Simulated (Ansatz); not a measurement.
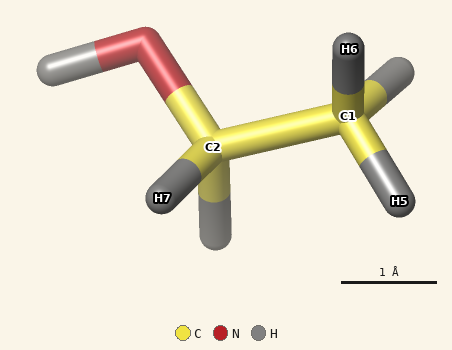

**Figure 1.** The structure as given in the input (stick view, seen at a tilt; atoms are numbered from 1 in the order of the input).

Single-point calculation of C2H6N

C2H6N, multiplicity 2, SMILES CC[NH], computed with UHF-CCSD(T), frozen core/def2-TZVPP (Ansatz 0.2.0).

The geometry: constrained relaxation at PBE0-D4/def2-TZVP.

## Output
```
Functional definition: HF
  name "HF"
  cite "Fock, Z. Phys. 61, 126 (1930) doi:10.1007/BF01340294"
  parent pbe
  exchange = exact_x
  correlation = 0
these checks for a lower state are left out or cut short: cluster_reference
1033 factors; integrals over basis functions are off by at most 1.1e-3 eV
mean field evaluation 1: about -3633.3208 eV, gradient 2.4e1 eV
mean field evaluation 2: about -3633.3232 eV, gradient 2.4e1 eV
mean field evaluation 4: about -3636.9803 eV, gradient 3.4e0 eV
mean field evaluation 8: about -3637.1948 eV, gradient 2.0e-1 eV
mean field -3637.19551470 eV, -133.6644697857 hartree, gradient 3.5e-6 eV, S^2 0.771115; 0 other end points of the search recorded, 0 dependent functions left out
3 core orbitals not correlated: weight in the atoms' cores, before any rotation towards them, 1.000 or more for the frozen orbitals, at most 0.000 for the correlated occupied ones
reference -3637.19551470 eV, -133.6644697857 hartree; 10, 9 occupied and 164, 165 virtual orbitals, 1033 factors
second order -14.41002576 eV of doubles, -0.00000000 eV of singles
cycle   1  -15.06522896 eV  change   -6.6e-1 eV  update   7.9e-2
cycle   2  -15.45393523 eV  change   -3.9e-1 eV  update   2.6e-2
cycle   3  -15.53062255 eV  change   -7.7e-2 eV  update   1.4e-2
cycle   4  -15.52906702 eV  change    1.6e-3 eV  update   6.1e-3
cycle   5  -15.53024149 eV  change   -1.2e-3 eV  update   3.1e-3
cycle   6  -15.53103683 eV  change   -8.0e-4 eV  update   1.3e-3
cycle   7  -15.53103328 eV  change    3.6e-6 eV  update   5.6e-4
cycle   8  -15.53114573 eV  change   -1.1e-4 eV  update   2.6e-4
cycle   9  -15.53113912 eV  change    6.6e-6 eV  update   1.1e-4
cycle  10  -15.53111118 eV  change    2.8e-5 eV  update   6.6e-5
cycle  11  -15.53114739 eV  change   -3.6e-5 eV  update   4.9e-5
cycle  12  -15.53114750 eV  change   -1.1e-7 eV  update   3.6e-5
cycle  13  -15.53115627 eV  change   -8.8e-6 eV  update   1.9e-5
```

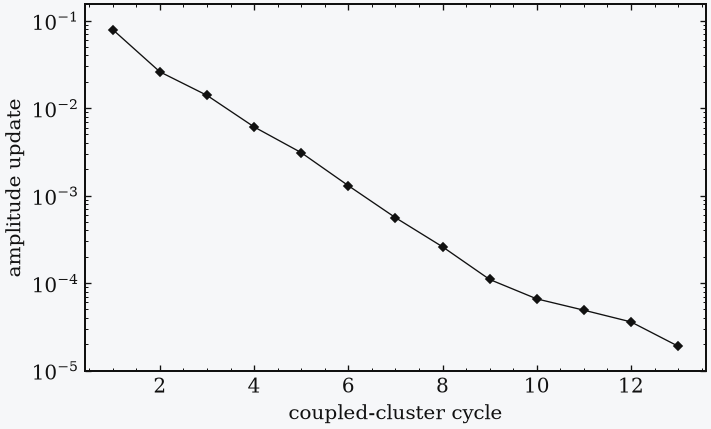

**Figure 2.** Convergence of the coupled-cluster equations: amplitude update against the coupled-cluster cycle. The residual falls at every step.

```
perturbative correction -0.57780615 eV, -0.0212339843 hartree
Total energy: -3653.30447712 eV, -134.2564632355 hartree
Checks for a lower state left out: cluster_reference
```

The run was set up as follows.

## Input
```yaml
crystal:
  periodic: [false, false, false]
  atoms:
    - {symbol: C, position_ang: [-0.555353, 0.654187, -0.580884]}
    - {symbol: C, position_ang: [0.396251, -0.306296, 0.088201]}
    - {symbol: N, position_ang: [0.006661, -0.673534, 1.390619]}
    - {symbol: H, position_ang: [-1.571034, 0.256103, -0.567942]}
    - {symbol: H, position_ang: [-0.264490, 0.842560, -1.615998]}
    - {symbol: H, position_ang: [-0.562007, 1.607819, -0.046903]}
    - {symbol: H, position_ang: [1.442715, 0.026424, 0.022575]}
    - {symbol: H, position_ang: [0.433497, -1.424039, -0.622356]}
    - {symbol: H, position_ang: [0.769770, -1.218169, 1.800637]}
basis:
  gaussian: {orbitals: def2-TZVPP}
magnetization: {spin_polarized: true, initial_magnetization: 1}
correlation: {method: ccsd_t}
scf: {omitted_lower_state_checks: [cluster_reference]}
```

## Results in brief

| quantity | value |
| --- | --- |
| outcome | converged |
| total energy | −3653.3045 eV |
| mean-field energy | −3637.1955 eV |
| CCSD correlation | −15.5312 eV |
| (T) correction | −0.5778 eV |
| T1 diagnostic | 0.015 |
| ⟨S²⟩ | 0.771 |
| SCF solution under orbital rotations | stable |
| hardware | 4 CPU threads, shared host |
| wall time | 30 s (CPU time 1.9 min) |
| peak memory | 4.7 GiB |
